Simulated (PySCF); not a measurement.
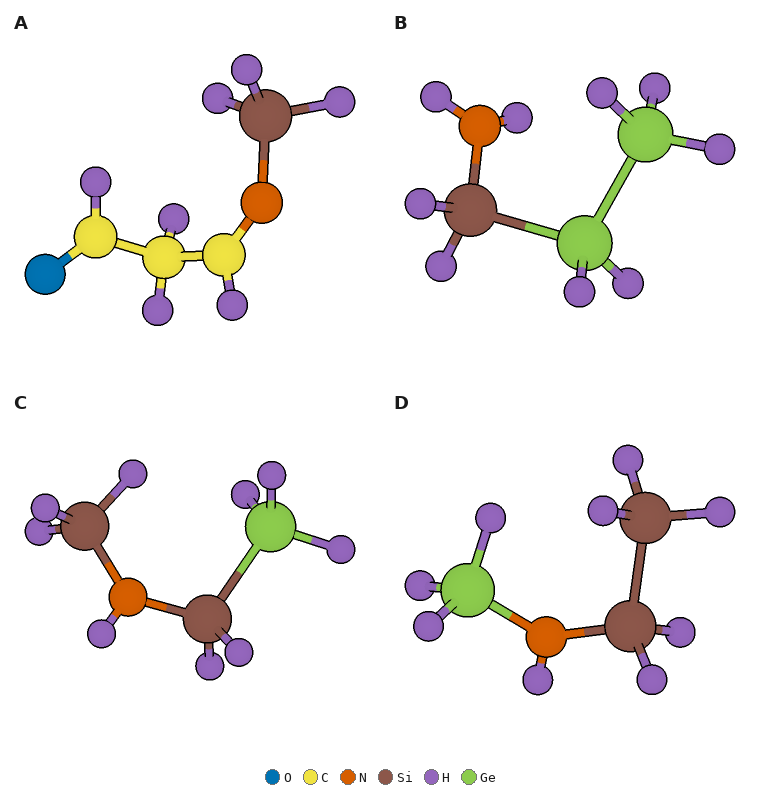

The picture comes from a calculation with PySCF.

Match each picture to its SMILES.
(1) O=CC/C=N\[SiH3]
(2) [SiH3]N[SiH2][GeH3]
(3) [SiH3][SiH2][NH][GeH3]
(4) N[SiH2][GeH2][GeH3]

Answer. A is (1), B is (4), C is (2), D is (3).
